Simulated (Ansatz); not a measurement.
**SiH4 (silane) at HSE06/cc-pVTZ**

Aim: the vertical singlet–triplet gap of SiH4 (silane) at HSE06/cc-pVTZ, from 2 runs. 

The calculation is run with Ansatz 0.2.0.

34 further runs of the same task are left out: 34 set aside as unsound or not needed.

**1. The system as given**

SiH4 has 5 atoms, charge 0, and is taken as a singlet. SMILES: `[SiH4]`. The shape is that of a PBE0-D4/def2-TZVP optimisation.

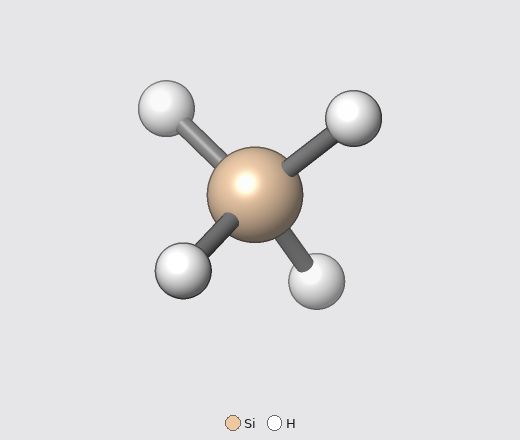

Viewed from a chosen angle; silicon light orange, hydrogen white.

**2. The energy at HSE06/cc-pVTZ**

run.yaml

```yaml
crystal:
  periodic: [false, false, false]
  atoms:
    - {symbol: Si, position_ang: [-0.000000, 0.000000, -0.000100]}
    - {symbol: H, position_ang: [0.967600, -0.688400, 0.890900]}
    - {symbol: H, position_ang: [-1.331000, 0.044900, 0.656000]}
    - {symbol: H, position_ang: [-0.105100, -0.740300, -1.282600]}
    - {symbol: H, position_ang: [0.468500, 1.383800, -0.264200]}
basis:
  gaussian: {orbitals: cc-pVTZ}
hamiltonian: {xc: {name: HSE06}}
accuracy: high
output: {orbitals: {seedname: orbitals}}
```

Run with:

```bash
$ ansatz run run.yaml --threads 1 --pin off --max-ram 3480MiB --events-out events.jsonl --progress --plain --runs-dir runs
```

The program printed:

```text
Warning: RAYON_NUM_THREADS=1 ignored (pool sized by the plan → 1); use --threads N
Functional definition: HSE06
  name "HSE06"
  parameter a = 0.25
  parameter omega = 0.11/bohr
  exchange = pbe_x - a*pbe_x_sr(omega) + a*exact_x_sr(omega)
  correlation = pbe_c
1521 factors; integrals over basis functions are off by at most 3.1e-9 eV
73 factors; integrals over basis functions are off by at most 1.1e-9 eV
mean field evaluation 1: about -7938.5951 eV, gradient 9.7e0 eV
mean field evaluation 2: about -7938.8786 eV, gradient 4.5e0 eV
mean field evaluation 4: about -7938.9494 eV, gradient 6.6e-2 eV
mean field evaluation 8: about -7938.9488 eV, gradient 5.9e-4 eV
mean field evaluation 16: about -7938.9488 eV, gradient 2.1e-8 eV
mean field -7938.94882538 eV, -291.7509881198 hartree, gradient 2.1e-8 eV, S^2 0.000000; 0 other end points of the search recorded, 0 dependent functions left out
reference -7938.94882865 eV, -291.7509882399 hartree; 9, 9 occupied and 81, 81 virtual orbitals, 1521 factors
Total energy: -7938.94882865 eV, -291.7509882399 hartree
```

It took 3.6 s on 1 thread of Arm Neoverse V1, shared host; peak memory 0.19 GiB.

**3. The triplet, same level**

in.yaml

```yaml
crystal:
  periodic: [false, false, false]
  atoms:
    - symbol: Si
      position_ang: [-0.000000, 0.000000, -0.000100]
    - symbol: H
      position_ang: [0.967600, -0.688400, 0.890900]
    - symbol: H
      position_ang: [-1.331000, 0.044900, 0.656000]
    - symbol: H
      position_ang: [-0.105100, -0.740300, -1.282600]
    - symbol: H
      position_ang: [0.468500, 1.383800, -0.264200]
basis:
  gaussian:
    orbitals: cc-pVTZ
magnetization:
  spin_polarized: true
  initial_magnetization: 2
hamiltonian:
  xc: hse06
accuracy: high
output: {orbitals: {seedname: orbitals}}
```

Run with:

```bash
$ ansatz run in.yaml --threads 1 --pin off --max-ram 3480MiB --events-out events.jsonl --progress --plain --runs-dir runs
```

The program printed, cut to the lines that bear on the results:

```text
Warning: RAYON_NUM_THREADS=1 ignored (pool sized by the plan → 1); use --threads N
Functional definition: HSE06
  name "HSE06"
[...]
1521 factors; integrals over basis functions are off by at most 3.1e-9 eV
73 factors; integrals over basis functions are off by at most 1.1e-9 eV
[...]
mean field -7930.44040170 eV, -291.4383093167 hartree, gradient 1.6e-8 eV, S^2 2.001997; 10 other end points of the search recorded, 0 dependent functions left out
reference -7930.44040511 eV, -291.4383094422 hartree; 10, 8 occupied and 80, 82 virtual orbitals, 1521 factors
Total energy: -7930.44040511 eV, -291.4383094422 hartree
```

It took 31 s on 1 thread of Arm Neoverse V1, shared host; peak memory 0.31 GiB.

**4. What came out**

Level: HSE06/cc-pVTZ.

```
                                        quantity          value
                           singlet: total energy  -291.75099 Eh
                            singlet: HOMO energy       -9.45 eV
                            singlet: LUMO energy        0.79 eV
                          singlet: HOMO–LUMO gap       10.25 eV
                           triplet: total energy  -291.43831 Eh
     triplet: HOMO energy (highest over α and β)       -1.51 eV
                                   triplet: ⟨S²⟩          2.002
vertical energy of the triplet above the singlet       8.508 eV
```

At this shape the triplet lies 8.51 eV (196 kcal/mol) above the singlet.
